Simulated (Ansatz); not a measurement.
# Cobalt, omega (AlB2-type) under r²SCAN: from relaxation to bulk modulus, part 2 of 2

Aim: take cobalt in the omega (AlB2-type) structure, relax it, solve it on a dense k-mesh, then scale the cell to 7 volumes from 88 to 112 % of the relaxed one and try a fit of the equation of state. Spin polarisation is left out, though the real metal is magnetic, so this state lies above the ground state. The k-meshes are 9×9×13 for the relaxation; 12×12×17 for the dense run; 11×11×15 for the volumes.

Ansatz 0.2.0; DFT, r2SCAN, plane waves (500 eV) with PAW, scalar-relativistic.

## Step 4: Volume × 0.88

input.yaml reads:

```yaml
crystal:
  lattice:
    - [3.6980041985, 0.0, 0.0]
    - [-1.8490020993, 3.2025655792, 0.0]
    - [0.0, 0.0, 2.2674155087]
  atoms:
    - { symbol: Co, position: [0.0, 0.0, 0.0] }
    - { symbol: Co, position: [0.3333333333, 0.6666666667, 0.5] }
    - { symbol: Co, position: [0.6666666667, 0.3333333333, 0.5] }
hamiltonian:
  xc: r2scan
  pseudopotentials:
    kind: paw
    azcp:
      Co: "pseudopotentials/Co.paw.azcp"
basis:
  ecutwfc: 500
  fft_grid_basis: typed
kpoints:
  mp_grid: { grid: [11, 11, 15], shift: [0, 0, 0] }
magnetization:
  spin_polarized: false
scf:
  occupations: { method: fermi_dirac, width: 0.1 }
  lower_state_search: "off"
output:
  stress: true
```

Command:

```bash
ansatz run input.yaml --threads 1 --pin off --max-ram 3584MiB --backend cpu --events-out ev --progress --plain --runs-dir out
```

Standard output, cut to the lines that bear on the results:

```text
[...]
Pseudopotentials: kind: paw
Pseudopotential: Co, paw, valence charge 17, recommended cutoff 500 eV (meta_gga), <dir>
Functional definition: r2SCAN
[...]
Crystal: 3 atoms, lattice volume = 26.853 Å³
Basis set: ecut = 500 eV, 681 PW (Γ), exchange–correlation on 108×108×72 points (64 copies of the dense FFT grid, shifted against one another)
Bands: 31, of which v1, the nominal top of the filled ones, is band 26 counted from 1 (25 counted from 0)
Symmetry: 24 space group operations
Space group: P6/mmm (ITA 191), of the structure as read, at distance tolerance 3.0e-5 Å
k-points: 128 of 1815
[...]
SCF iter   1: F=-15391.674874 eV  HF=-15392.099400 eV  |F-HF|=4.25e-1  |Δ(HF+E_count)|=         —  Δρ=5.44e-2  dr2=6.85e-1  dr2_τ=1.30e-1  ethr=1.77e-3  ⟨swp⟩=5.2  Hψ=13613  notcnv=0
[...]
SCF iter  12: F=-15392.267263 eV  HF=-15392.267263 eV  |F-HF|=3.53e-9  |Δ(HF+E_count)|=  6.26e-10  Δρ=5.76e-6  dr2=5.40e-9  dr2_τ=2.07e-10  ethr=1.96e-10  ⟨swp⟩=4.1  Hψ=14098  notcnv=0
[...]
SCF converged after 12 iterations
Free energy (F): -15392.267263 eV
[...]
E sigma→0 (E₀):  -15392.151308 eV
Entropy (-TS):   -0.231911 eV (-77.304 meV/atom)
Fermi energy:    23.300767 eV
[...]
--- Stress (GPa, compression-positive) ---
       47.308212       0.000000       0.000000
        0.000000      47.308212       0.000000
        0.000000       0.000000      44.780968
  P = ⅓ Tr σ = 46.4658 GPa (464.658 kbar)
```

Wall time 20 s (1 thread of Intel Xeon Platinum 8259CL at 2.50GHz (Skylake/Cascade Lake), shared host); peak memory 0.62 GiB.

## Step 5: Volume × 0.92

Edit input.yaml of step 4 so:

```diff
@@ -2,5 +2,5 @@
   lattice:
-    - [3.6980041985, 0.0, 0.0]
-    - [-1.8490020993, 3.2025655792, 0.0]
-    - [0.0, 0.0, 2.2674155087]
+    - [3.7532064295, 0.0, 0.0]
+    - [-1.8766032148, 3.2503721136, 0.0]
+    - [0.0, 0.0, 2.3012625213]
   atoms:
@@ -27 +27,5 @@
   stress: true
+  write_density: true
+  write_potential: true
+  elf: true
+  volumetric_format: npy
```

Command:

```bash
ansatz run input.yaml --threads 1 --pin off --max-ram 3584MiB --backend cpu --events-out ev --progress --plain --runs-dir out
```

Standard output, cut to the lines that bear on the results:

```text
[...]
Pseudopotentials: kind: paw
Pseudopotential: Co, paw, valence charge 17, recommended cutoff 500 eV (meta_gga), <dir>
Functional definition: r2SCAN
[...]
Crystal: 3 atoms, lattice volume = 28.074 Å³
Basis set: ecut = 500 eV, 705 PW (Γ), exchange–correlation on 120×120×72 points (64 copies of the dense FFT grid, shifted against one another)
Bands: 31, of which v1, the nominal top of the filled ones, is band 26 counted from 1 (25 counted from 0)
Symmetry: 24 space group operations
Space group: P6/mmm (ITA 191), of the structure as read, at distance tolerance 3.0e-5 Å
k-points: 128 of 1815
[...]
SCF iter   1: F=-15392.093212 eV  HF=-15392.387655 eV  |F-HF|=2.94e-1  |Δ(HF+E_count)|=         —  Δρ=4.64e-2  dr2=5.23e-1  dr2_τ=1.10e-1  ethr=1.77e-3  ⟨swp⟩=5.4  Hψ=13534  notcnv=0
[...]
SCF iter  12: F=-15392.545627 eV  HF=-15392.545627 eV  |F-HF|=1.36e-8  |Δ(HF+E_count)|=   2.21e-9  Δρ=9.74e-6  dr2=1.79e-8  dr2_τ=5.61e-10  ethr=1.96e-10  ⟨swp⟩=8.0  Hψ=27106  notcnv=0
[...]
SCF converged after 12 iterations
Free energy (F): -15392.545627 eV
[...]
E sigma→0 (E₀):  -15392.422373 eV
Entropy (-TS):   -0.246509 eV (-82.170 meV/atom)
Fermi energy:    22.082680 eV
[...]
--- Stress (GPa, compression-positive) ---
       27.778435      -0.000000      -0.000000
       -0.000000      27.778435       0.000000
       -0.000000       0.000000      26.466298
  P = ⅓ Tr σ = 27.3411 GPa (273.411 kbar)
--- Band table (eV; the first three rows and the last of 128) ---
[...]
```

Wall time 33 s (1 thread of Intel Xeon Platinum 8259CL at 2.50GHz (Skylake/Cascade Lake), shared host); peak memory 0.64 GiB.

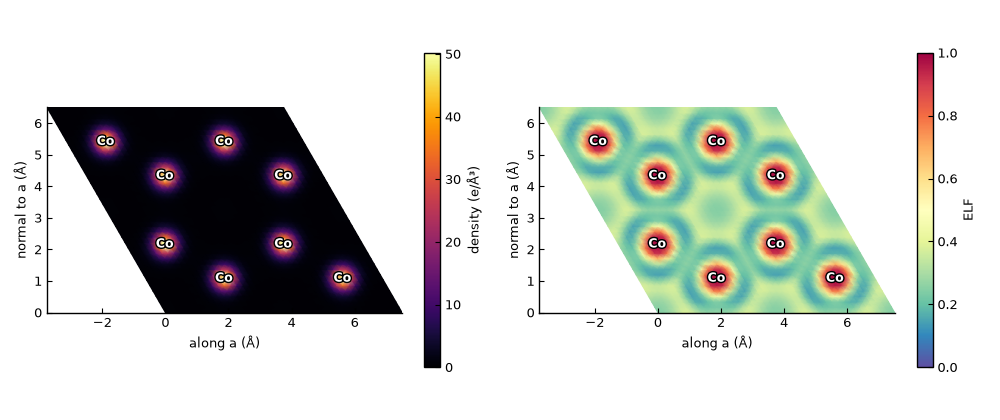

Density (left) and ELF (right) in a lattice plane of the grid's cell (edges 3.75 and 3.75 Å, at 0.500 of the third edge), which holds Co. Only atoms in the plane are labelled. Both are smooth fields of the valence electrons: close to the nuclei they are not physical.

## Step 6: Volume × 0.96

Edit input.yaml of step 5 so:

```diff
@@ -2,5 +2,5 @@
   lattice:
-    - [3.7532064295, 0.0, 0.0]
-    - [-1.8766032148, 3.2503721136, 0.0]
-    - [0.0, 0.0, 2.3012625213]
+    - [3.8068309092, 0.0, 0.0]
+    - [-1.9034154546, 3.2968122752, 0.0]
+    - [0.0, 0.0, 2.3341421423]
   atoms:
@@ -27,5 +27 @@
   stress: true
-  write_density: true
-  write_potential: true
-  elf: true
-  volumetric_format: npy
```

Command:

```bash
ansatz run input.yaml --threads 1 --pin off --max-ram 3584MiB --backend cpu --events-out ev --progress --plain --runs-dir out
```

Standard output, cut to the lines that bear on the results:

```text
[...]
Pseudopotentials: kind: paw
Pseudopotential: Co, paw, valence charge 17, recommended cutoff 500 eV (meta_gga), <dir>
Functional definition: r2SCAN
[...]
Crystal: 3 atoms, lattice volume = 29.294 Å³
Basis set: ecut = 500 eV, 747 PW (Γ), exchange–correlation on 120×120×72 points (64 copies of the dense FFT grid, shifted against one another)
Bands: 31, of which v1, the nominal top of the filled ones, is band 26 counted from 1 (25 counted from 0)
Symmetry: 24 space group operations
Space group: P6/mmm (ITA 191), of the structure as read, at distance tolerance 3.1e-5 Å
k-points: 128 of 1815
[...]
SCF iter   1: F=-15392.368802 eV  HF=-15392.545124 eV  |F-HF|=1.76e-1  |Δ(HF+E_count)|=         —  Δρ=3.86e-2  dr2=3.76e-1  dr2_τ=9.62e-2  ethr=1.77e-3  ⟨swp⟩=5.4  Hψ=13454  notcnv=0
[...]
SCF iter  12: F=-15392.693804 eV  HF=-15392.693804 eV  |F-HF|=6.38e-8  |Δ(HF+E_count)|=   1.82e-8  Δρ=1.77e-5  dr2=7.53e-8  dr2_τ=2.61e-9  ethr=1.96e-10  ⟨swp⟩=3.5  Hψ=15591  notcnv=0
[...]
SCF converged after 12 iterations
Free energy (F): -15392.693804 eV
[...]
E sigma→0 (E₀):  -15392.563299 eV
Entropy (-TS):   -0.261011 eV (-87.004 meV/atom)
Fermi energy:    20.964898 eV
[...]
--- Stress (GPa, compression-positive) ---
       12.249970       0.000000       0.000000
        0.000000      12.249970       0.000000
        0.000000       0.000000      11.903724
  P = ⅓ Tr σ = 12.1346 GPa (121.346 kbar)
```

It took 27 s on 1 thread of Intel Xeon Platinum 8259CL at 2.50GHz (Skylake/Cascade Lake), shared host; peak memory 0.65 GiB.

## Step 7: Volume × 1.0

Edit input.yaml of step 6 so:

```diff
@@ -2,5 +2,5 @@
   lattice:
-    - [3.8068309092, 0.0, 0.0]
-    - [-1.9034154546, 3.2968122752, 0.0]
-    - [0.0, 0.0, 2.3341421423]
+    - [3.8589857588, 0.0, 0.0]
+    - [-1.9294928794, 3.3419796999, 0.0]
+    - [0.0, 0.0, 2.366120666]
   atoms:
```

Command:

```bash
ansatz run input.yaml --threads 1 --pin off --max-ram 3584MiB --backend cpu --events-out ev --progress --plain --runs-dir out
```

Standard output, cut to the lines that bear on the results:

```text
[...]
Pseudopotentials: kind: paw
Pseudopotential: Co, paw, valence charge 17, recommended cutoff 500 eV (meta_gga), <dir>
Functional definition: r2SCAN
[...]
Crystal: 3 atoms, lattice volume = 30.515 Å³
Basis set: ecut = 500 eV, 783 PW (Γ), exchange–correlation on 120×120×72 points (64 copies of the dense FFT grid, shifted against one another)
Bands: 31, of which v1, the nominal top of the filled ones, is band 26 counted from 1 (25 counted from 0)
Symmetry: 24 space group operations
Space group: P6/mmm (ITA 191), of the structure as read, at distance tolerance 3.1e-5 Å
k-points: 128 of 1815
[...]
SCF iter   1: F=-15392.510216 eV  HF=-15392.598682 eV  |F-HF|=8.85e-2  |Δ(HF+E_count)|=         —  Δρ=3.20e-2  dr2=2.66e-1  dr2_τ=8.62e-2  ethr=1.77e-3  ⟨swp⟩=5.3  Hψ=13371  notcnv=0
[...]
SCF iter  13: F=-15392.738390 eV  HF=-15392.738390 eV  |F-HF|=1.26e-10  |Δ(HF+E_count)|=   6.25e-9  Δρ=1.84e-6  dr2=3.91e-10  dr2_τ=5.05e-10  ethr=1.96e-10  ⟨swp⟩=4.0  Hψ=12984  notcnv=0
[...]
SCF converged after 13 iterations
Free energy (F): -15392.738390 eV
[...]
E sigma→0 (E₀):  -15392.600705 eV
Entropy (-TS):   -0.275369 eV (-91.790 meV/atom)
Fermi energy:    19.935771 eV
[...]
--- Stress (GPa, compression-positive) ---
       -0.113068      -0.000000       0.000000
       -0.000000      -0.113068       0.000000
        0.000000       0.000000       0.311329
  P = ⅓ Tr σ = 0.0284 GPa (0.284 kbar)
```

Run time: 24 s. Hardware: 1 thread of Intel Xeon Platinum 8259CL at 2.50GHz (Skylake/Cascade Lake), shared host; peak memory 0.65 GiB.

## Step 8: Volume × 1.04

Edit input.yaml of step 7 so:

```diff
@@ -2,5 +2,5 @@
   lattice:
-    - [3.8589857588, 0.0, 0.0]
-    - [-1.9294928794, 3.3419796999, 0.0]
-    - [0.0, 0.0, 2.366120666]
+    - [3.9097677107, 0.0, 0.0]
+    - [-1.9548838554, 3.3859581603, 0.0]
+    - [0.0, 0.0, 2.3972574033]
   atoms:
@@ -27 +27,5 @@
   stress: true
+  write_density: true
+  write_potential: true
+  elf: true
+  volumetric_format: npy
```

Command:

```bash
ansatz run input.yaml --threads 1 --pin off --max-ram 3584MiB --backend cpu --events-out ev --progress --plain --runs-dir out
```

Standard output, cut to the lines that bear on the results:

```text
[...]
Pseudopotentials: kind: paw
Pseudopotential: Co, paw, valence charge 17, recommended cutoff 500 eV (meta_gga), <dir>
Functional definition: r2SCAN
[...]
Crystal: 3 atoms, lattice volume = 31.736 Å³
Basis set: ecut = 500 eV, 795 PW (Γ), exchange–correlation on 120×120×72 points (64 copies of the dense FFT grid, shifted against one another)
Bands: 31, of which v1, the nominal top of the filled ones, is band 26 counted from 1 (25 counted from 0)
Symmetry: 24 space group operations
Space group: P6/mmm (ITA 191), of the structure as read, at distance tolerance 3.2e-5 Å
k-points: 128 of 1815
[...]
SCF iter   1: F=-15392.537227 eV  HF=-15392.569280 eV  |F-HF|=3.21e-2  |Δ(HF+E_count)|=         —  Δρ=2.70e-2  dr2=1.92e-1  dr2_τ=7.96e-2  ethr=1.77e-3  ⟨swp⟩=5.3  Hψ=13343  notcnv=0
[...]
SCF iter  13: F=-15392.700503 eV  HF=-15392.700503 eV  |F-HF|=8.90e-8  |Δ(HF+E_count)|=   4.23e-8  Δρ=1.95e-5  dr2=9.92e-8  dr2_τ=6.58e-9  ethr=1.96e-10  ⟨swp⟩=6.8  Hψ=26597  notcnv=0
[...]
SCF converged after 13 iterations
Free energy (F): -15392.700503 eV
[...]
E sigma→0 (E₀):  -15392.555732 eV
Entropy (-TS):   -0.289541 eV (-96.514 meV/atom)
Fermi energy:    18.985400 eV
[...]
--- Stress (GPa, compression-positive) ---
       -9.957841      -0.000000      -0.000000
       -0.000000      -9.957841       0.000000
       -0.000000       0.000000      -8.918185
  P = ⅓ Tr σ = -9.6113 GPa (-96.113 kbar)
--- Band table (eV; the first three rows and the last of 128) ---
[...]
```

Run time: 36 s. Hardware: 1 thread of Intel Xeon Platinum 8259CL at 2.50GHz (Skylake/Cascade Lake), shared host; peak memory 0.66 GiB.

## Step 9: Volume × 1.08

Edit input.yaml of step 8 so:

```diff
@@ -2,5 +2,5 @@
   lattice:
-    - [3.9097677107, 0.0, 0.0]
-    - [-1.9548838554, 3.3859581603, 0.0]
-    - [0.0, 0.0, 2.3972574033]
+    - [3.9592636956, 0.0, 0.0]
+    - [-1.9796318478, 3.4288229407, 0.0]
+    - [0.0, 0.0, 2.4276056555]
   atoms:
```

Command:

```bash
ansatz run input.yaml --threads 1 --pin off --max-ram 3584MiB --backend cpu --events-out ev --progress --plain --runs-dir out
```

Standard output, cut to the lines that bear on the results:

```text
[...]
Pseudopotentials: kind: paw
Pseudopotential: Co, paw, valence charge 17, recommended cutoff 500 eV (meta_gga), <dir>
Functional definition: r2SCAN
[...]
Crystal: 3 atoms, lattice volume = 32.956 Å³
Basis set: ecut = 500 eV, 903 PW (Γ), exchange–correlation on 120×120×72 points (64 copies of the dense FFT grid, shifted against one another)
Bands: 31, of which v1, the nominal top of the filled ones, is band 26 counted from 1 (25 counted from 0)
Symmetry: 24 space group operations
Space group: P6/mmm (ITA 191), of the structure as read, at distance tolerance 3.2e-5 Å
k-points: 128 of 1815
[...]
SCF iter   1: F=-15392.475618 eV  HF=-15392.473601 eV  |F-HF|=2.02e-3  |Δ(HF+E_count)|=         —  Δρ=2.33e-2  dr2=1.44e-1  dr2_τ=7.57e-2  ethr=1.77e-3  ⟨swp⟩=5.2  Hψ=13317  notcnv=0
[...]
SCF iter  13: F=-15392.596969 eV  HF=-15392.596969 eV  |F-HF|=1.86e-10  |Δ(HF+E_count)|=   5.82e-9  Δρ=5.05e-6  dr2=1.87e-9  dr2_τ=1.20e-9  ethr=1.96e-10  ⟨swp⟩=7.0  Hψ=27029  notcnv=0
[...]
SCF converged after 13 iterations
Free energy (F): -15392.596969 eV
[...]
E sigma→0 (E₀):  -15392.445226 eV
Entropy (-TS):   -0.303487 eV (-101.162 meV/atom)
Fermi energy:    18.105320 eV
[...]
--- Stress (GPa, compression-positive) ---
      -17.788441       0.000000       0.000000
        0.000000     -17.788441       0.000000
        0.000000       0.000000     -16.254405
  P = ⅓ Tr σ = -17.2771 GPa (-172.771 kbar)
--- Band table (eV; the first three rows and the last of 128) ---
[...]
```

Run time: 36 s. Hardware: 1 thread of Intel Xeon Platinum 8259CL at 2.50GHz (Skylake/Cascade Lake), shared host; peak memory 0.67 GiB.

## Step 10: Volume × 1.12

Edit input.yaml of step 9 so:

```diff
@@ -2,5 +2,5 @@
   lattice:
-    - [3.9592636956, 0.0, 0.0]
-    - [-1.9796318478, 3.4288229407, 0.0]
-    - [0.0, 0.0, 2.4276056555]
+    - [4.0075521583, 0.0, 0.0]
+    - [-2.0037760792, 3.4706419761, 0.0]
+    - [0.0, 0.0, 2.4572135205]
   atoms:
```

Command:

```bash
ansatz run input.yaml --threads 1 --pin off --max-ram 3584MiB --backend cpu --events-out ev --progress --plain --runs-dir out
```

Standard output, cut to the lines that bear on the results:

```text
[...]
Pseudopotentials: kind: paw
Pseudopotential: Co, paw, valence charge 17, recommended cutoff 500 eV (meta_gga), <dir>
Functional definition: r2SCAN
[...]
Crystal: 3 atoms, lattice volume = 34.177 Å³
Basis set: ecut = 500 eV, 903 PW (Γ), exchange–correlation on 120×120×72 points (64 copies of the dense FFT grid, shifted against one another)
Bands: 31, of which v1, the nominal top of the filled ones, is band 26 counted from 1 (25 counted from 0)
Symmetry: 24 space group operations
Space group: P6/mmm (ITA 191), of the structure as read, at distance tolerance 3.2e-5 Å
k-points: 128 of 1815
[...]
SCF iter   1: F=-15392.352348 eV  HF=-15392.324943 eV  |F-HF|=2.74e-2  |Δ(HF+E_count)|=         —  Δρ=2.03e-2  dr2=1.08e-1  dr2_τ=7.37e-2  ethr=1.77e-3  ⟨swp⟩=5.2  Hψ=13284  notcnv=0
[...]
SCF iter  14: F=-15392.441292 eV  HF=-15392.441292 eV  |F-HF|=8.05e-8  |Δ(HF+E_count)|=   6.26e-9  Δρ=1.78e-5  dr2=9.13e-8  dr2_τ=1.79e-9  ethr=1.96e-10  ⟨swp⟩=6.4  Hψ=25746  notcnv=0
[...]
SCF converged after 14 iterations
Free energy (F): -15392.441292 eV
[...]
E sigma→0 (E₀):  -15392.282705 eV
Entropy (-TS):   -0.317175 eV (-105.725 meV/atom)
Fermi energy:    17.288184 eV
[...]
--- Stress (GPa, compression-positive) ---
      -23.997257       0.000000       0.000000
       -0.000000     -23.997257       0.000000
        0.000000       0.000000     -22.066641
  P = ⅓ Tr σ = -23.3537 GPa (-233.537 kbar)
--- Band table (eV; the first three rows and the last of 128) ---
[...]
```

It took 44 s on 1 thread of Intel Xeon Platinum 8259CL at 2.50GHz (Skylake/Cascade Lake), shared host; peak memory 0.66 GiB.

## Step 11: Fitting the volumes

All volumes keep the relaxed shape and fractional coordinates.

```tsv
V (Å³/atom)	E − E₀ (meV/atom)	P from the stress (GPa)	P from the fit (GPa)
8.951	149.9	46.47	45.55
9.358	59.5	27.34	26.38
9.765	12.5	12.13	11.18
10.172	0.1	0.03	-0.90
10.579	15.1	-9.61	-10.52
10.985	51.9	-17.28	-18.18
11.392	106.1	-23.35	-24.27
```

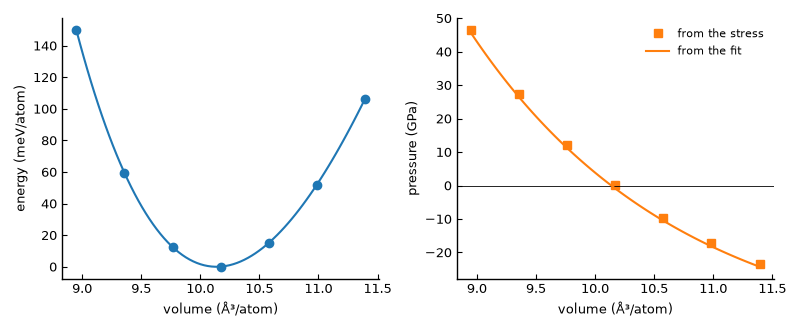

Energy and pressure against volume; the lines are the Birch-Murnaghan fit.

Fit (Birch-Murnaghan, third order): V₀ = 10.138 Å³/atom, B₀ = 273 GPa, B₀′ = 4.7, largest residual 0.02 meV/atom.

Fit and stress differ a little: one follows E(σ → 0), the other the smeared free energy.

## Step 12: Results

The summary covers parts 1 to 2.

| quantity | value |
| --- | --- |
| space group (spins left aside) | P6/mmm (No. 191) |
| conventional cell | a = 3.859 Å, c = 2.366 Å (c/a = 0.613) |
| volume | 10.172 Å³/atom |
| shortest distance | 2.228 Å |
| gap on the mesh | none (levels filled in part) |
| relative to hcp, ferromagnetic | +659 meV/atom |
| V₀, B₀, B₀′ | 10.138 Å³/atom, 273 GPa, 4.7 |

What this shows: From the guessed start the volume shrank by 8.1 % in 7 steps. It lies 659 meV/atom above the element's reference form at the same level (hcp, ferromagnetic, from a run of its own); part of this is magnetic energy, as this run has no moments. No gap shows: it is a metal or semimetal at this level. B₀ comes out at 273 GPa; letting shape and positions relax at each volume could only lower it. Relaxation kept the symmetry; phonons were not checked.
